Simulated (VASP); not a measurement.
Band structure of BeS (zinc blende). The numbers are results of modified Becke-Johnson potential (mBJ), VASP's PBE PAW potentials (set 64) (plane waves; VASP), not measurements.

mBJ is a potential without an energy functional, so only the levels count.

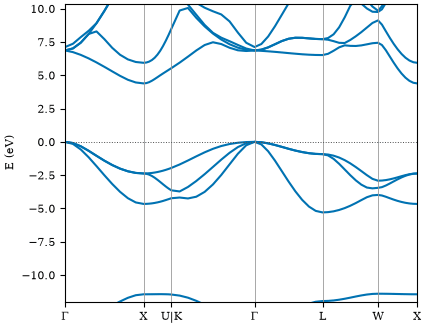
Bands along high-symmetry lines, zero at the valence-band maximum or, without a gap, the Fermi level

Question: Read the plot: is there a gap, and where are the band edges?

Answer: The gap is indirect, 4.39 eV, from the valence maximum at Γ to the conduction minimum at X.

The compound is BeS in the zinc blende structure. It was relaxed first. The cell's shape comes from a PBE relaxation.
